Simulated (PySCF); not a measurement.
**NEVPT2(10,10)/6-31G(d) (spherical functions) run of BH3O (SMILES BO)**

What is the vertical ionisation energy of BH3O at NEVPT2(10,10)/6-31G* (spherical functions)? The job is set up through a Python script.

The calculation is run with PySCF 2.14.0.

1 further run of the same task is left out (set aside as unsound or not needed).

**1. The molecule**

The species is BH3O (5 atoms), meant as a singlet with charge 0. As SMILES, `BO`. The coordinates come from a PBE0-D4/def2-TZVP relaxation.

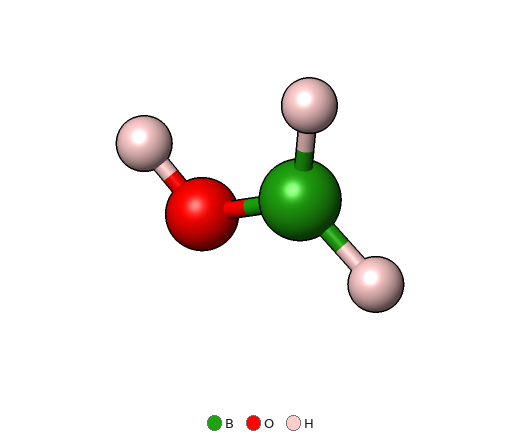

Viewed from a chosen angle; boron green, oxygen red, hydrogen pink.

**2. The energy at NEVPT2(10,10)/6-31G(d) (spherical functions)**

Input file input.py:

```python
# BO
import numpy
from pyscf import gto, scf, mp, mcscf, mrpt

system = gto.M(
    atom='''
B   -0.226600  -0.352800   0.074700
O    0.413500   0.801800   0.345900
H   -0.820300  -0.865500   0.977800
H   -0.190600  -0.828900  -1.028100
H    0.874000   1.171800  -0.411700
''',
    basis='6-31g*',
    verbose=3,
    charge=0,
    max_memory=1860,
)

mf = system.RHF()
mf.conv_tol = 1e-10
mf.kernel()
if not mf.converged:
    mf = mf.newton().run(mf.mo_coeff, mf.mo_occ)

pt = mp.MP2(scf.addons.convert_to_uhf(mf)).run()
noons, natorbs = mcscf.addons.make_natural_orbitals(pt)
print('natural occupations', numpy.round(noons[:40], 4))
cas = mcscf.CASSCF(mf, 10, 10)
cas.fix_spin_(ss=0.0)
cas.natorb = True
cas.kernel(natorbs)
e_pt2 = mrpt.NEVPT(cas).kernel()
etot = cas.e_tot + e_pt2
print(f'total energy: {etot:.8f} hartree')
```

Started as:

```console
OMP_NUM_THREADS=1 python input.py
```

Output:

```text
converged SCF energy = -101.319625047853
E(UMP2) = -101.577616107973  E_corr = -0.257991060120718
E(SCS-UMP2) = -101.574949539247  E_corr = -0.255324491393994
natural occupations [1.9999e+00 1.9998e+00 1.9874e+00 1.9811e+00 1.9804e+00 1.9686e+00
 1.9670e+00 1.9630e+00 2.7400e-02 2.3400e-02 2.1900e-02 1.3300e-02
 1.0100e-02 8.8000e-03 6.5000e-03 6.2000e-03 6.0000e-03 4.8000e-03
 4.5000e-03 4.2000e-03 3.4000e-03 2.8000e-03 1.9000e-03 1.8000e-03
 1.0000e-03 9.0000e-04 9.0000e-04 7.0000e-04 6.0000e-04 5.0000e-04
 4.0000e-04 3.0000e-04 3.0000e-04 2.0000e-04]
CASSCF energy = -101.460223642295
CASCI E = -101.460223642295  E(CI) = -30.2833217729228  S^2 = 0.0000000
Sr    (-1)',   E = -0.02246955376009
Si    (+1)',   E = -0.00081325852304
Sijrs (0)  ,   E = -0.01468094767968
Sijr  (+1) ,   E = -0.00205637305176
Srsi  (-1) ,   E = -0.00910639970688
Srs   (-2) ,   E = -0.05387453216594
Sij   (+2) ,   E = -0.00048123094745
Sir   (0)' ,   E = -0.00616895908666
Nevpt2 Energy = -0.109651254921508
total energy: -101.56987490 hartree
```

It took 44 s on 1 thread of Arm Neoverse V2, shared host; peak memory 0.17 GiB.

**3. The doublet cation**

Input file calc.py:

```python
import numpy
from pyscf import gto, scf, mp, mcscf, mrpt

mol = gto.M(
    atom='''
B       -0.226600      -0.352800       0.074700
O        0.413500       0.801800       0.345900
H       -0.820300      -0.865500       0.977800
H       -0.190600      -0.828900      -1.028100
H        0.874000       1.171800      -0.411700
''',
    max_memory=1860,
    verbose=4,
    charge=1,
    spin=1,
    basis='6-31g*',
)

myscf = scf.ROHF(mol)
myscf.conv_tol = 1e-10
myscf.kernel()
if not myscf.converged:
    myscf = myscf.newton().run(myscf.mo_coeff, myscf.mo_occ)

pt = mp.MP2(scf.addons.convert_to_uhf(myscf)).run()
noons, natorbs = mcscf.addons.make_natural_orbitals(pt)
print('natural occupations', numpy.round(noons[:40], 4))
cas = mcscf.CASSCF(myscf, 10, 9)
cas.fix_spin_(ss=0.75)
cas.natorb = True
cas.kernel(natorbs)
e_pt2 = mrpt.NEVPT(cas).kernel()
energy = cas.e_tot + e_pt2
print('Final energy', energy)
```

Started as:

```console
OMP_NUM_THREADS=1 python calc.py
```

Output:

```text
PySCF version 2.14.0

[INPUT] num. atoms = 5
[INPUT] num. electrons = 15
[INPUT] charge = 1
[INPUT] spin (= nelec alpha-beta = 2S) = 1
[INPUT] symmetry False subgroup None
[INPUT] Mole.unit = angstrom
[INPUT] Symbol           X                Y                Z      unit          X                Y                Z       unit  Magmom
[INPUT]  1 B     -0.226600000000  -0.352800000000   0.074700000000 AA   -0.428211939826  -0.666695376747   0.141162541505 Bohr   0.0
[INPUT]  2 O      0.413500000000   0.801800000000   0.345900000000 AA    0.781401752508   1.515182406676   0.653656266487 Bohr   0.0
[INPUT]  3 H     -0.820300000000  -0.865500000000   0.977800000000 AA   -1.550142339981  -1.635557960811   1.847774204600 Bohr   0.0
[INPUT]  4 H     -0.190600000000  -0.828900000000  -1.028100000000 AA   -0.360181799342  -1.566393984652  -1.942827428665 Bohr   0.0
[INPUT]  5 H      0.874000000000   1.171800000000  -0.411700000000 AA    1.651620632870   2.214381072765  -0.778000245483 Bohr   0.0

nuclear repulsion = 30.4046879689809
number of shells = 18
number of NR pGTOs = 66
number of NR cGTOs = 34
basis = 6-31g*
ecp = {}

******** <class 'pyscf.scf.rohf.ROHF'> ********
method = ROHF
initial guess = minao
damping factor = 0
level_shift factor = 0
DIIS = <class 'pyscf.scf.diis.CDIIS'>
diis_start_cycle = 1
diis_space = 8
diis_damp = 0
SCF conv_tol = 1e-10
SCF conv_tol_grad = None
SCF max_cycles = 50
direct_scf = True
direct_scf_tol = 1e-13
num. doubly occ = 7  num. singly occ = 1
Set gradient conv threshold to 1e-05
init E= -101.303430131686
  HOMO = -0.345318762305168  LUMO = 0.0480676840172376  gap/eV = 10.70459
[... 31 lines left out ...]
converged SCF energy = -100.882874311564
[... 36 lines left out ...]
sorting_mo_energy = False
[... 52 lines left out ...]
1-step CASSCF converged in  19 macro (181 JK  51 micro) steps
[... 3 lines left out ...]
Natural orbital (expansion on meta-Lowdin AOs) in CAS space
[... 28 lines left out ...]
CASSCF energy = -101.016519881940
[... 2 lines left out ...]
******** <class 'pyscf.mrpt.nevpt2.NEVPT'> ********
NEVPT2 (5e+4e, 10o), ncore = 3, nvir = 21
root = 0
Natural occ [1.97875989 1.96978135 1.96634991 1.96554046 1.01066146 0.03379616
 0.02460382 0.02434255 0.01816248 0.00800193]
Natural orbital (expansion on meta-Lowdin AOs) in CAS space
               #1        #2        #3        #4        #5
0 B 1s           0.00815  -0.00335   0.00000   0.00036  -0.00032
0 B 2s          -0.51950   0.35228  -0.00024  -0.13388  -0.00053
0 B 3s           0.06449  -0.03698   0.00001   0.00352  -0.00713
[... 30 lines of this table left out ...]
4 H 2s          -0.04213  -0.04077  -0.00003  -0.02917  -0.00994
               #6        #7        #8        #9        #10
0 B 1s           0.00000  -0.00153   0.00508  -0.00075  -0.00121
0 B 2s          -0.00018   0.11977  -0.68234   0.12479   0.06928
0 B 3s           0.00000  -0.11272  -0.02439   0.00979  -0.07792
[... 30 lines of this table left out ...]
4 H 2s           0.00000  -0.06327  -0.00028   0.01819  -0.16418
<CAS-nat-orb|mo-hf>  4      4        0.95805267
<CAS-nat-orb|mo-hf>  5      5       -0.99196667
<CAS-nat-orb|mo-hf>  6      7       -0.99922182
<CAS-nat-orb|mo-hf>  7      6       -0.98476610
<CAS-nat-orb|mo-hf>  8      8        0.99839678
<CAS-nat-orb|mo-hf>  9      9        0.78298899
<CAS-nat-orb|mo-hf>  9      21       0.59631881
<CAS-nat-orb|mo-hf>  10     12       0.49141515
<CAS-nat-orb|mo-hf>  10     17       0.61475109
<CAS-nat-orb|mo-hf>  11     11      -0.70377031
<CAS-nat-orb|mo-hf>  11     19       0.55776027
<CAS-nat-orb|mo-hf>  12     13       0.60683948
<CAS-nat-orb|mo-hf>  12     20       0.52239074
<CAS-nat-orb|mo-hf>  12     24       0.43236180
<CAS-nat-orb|mo-hf>  13     10      -0.42138975
<CAS-nat-orb|mo-hf>  13     18      -0.70009163
Sr    (-1)',   E = -0.03410168500288
Si    (+1)',   E = -0.00618929998028
Sijrs (0)  ,   E = -0.00536358499911
Sijr  (+1) ,   E = -0.00217241630262
Srsi  (-1) ,   E = -0.00767445549475
Srs   (-2) ,   E = -0.04329512305961
Sij   (+2) ,   E = -0.00153768925454
Sir   (0)' ,   E = -0.03145480374024
Nevpt2 Energy = -0.131789057834035
Final energy -101.14830893977388
```

Run time: 43 s. Hardware: 1 thread of Arm Neoverse V2, shared host; peak memory 0.17 GiB.

**4. Summary of results**

Level: NEVPT2(10,10)/6-31G* (spherical functions).

| quantity | value |
| --- | --- |
| singlet BH3O: total energy | -101.56987 Eh |
| singlet BH3O: dipole moment (Hartree–Fock density) | 1.70 D |
| singlet BH3O: HOMO energy (Hartree–Fock orbitals) | -12.51 eV |
| singlet BH3O: LUMO energy (Hartree–Fock orbitals) | 4.05 eV |
| singlet BH3O: HOMO–LUMO gap (Hartree–Fock orbitals) | 16.56 eV |
| doublet cation: total energy | -101.14831 Eh |
| vertical ionisation energy (to the doublet cation) | 11.471 eV |

The vertical ionisation energy comes to 11.47 eV (265 kcal/mol). Mulliken charges (singlet BH3O) of the mean-field density run from -0.68 on O2 to +0.47 on H5. Mulliken charges (doublet cation) of the mean-field density run from -0.53 on O2 to +0.56 on H5; they depend strongly on the basis.
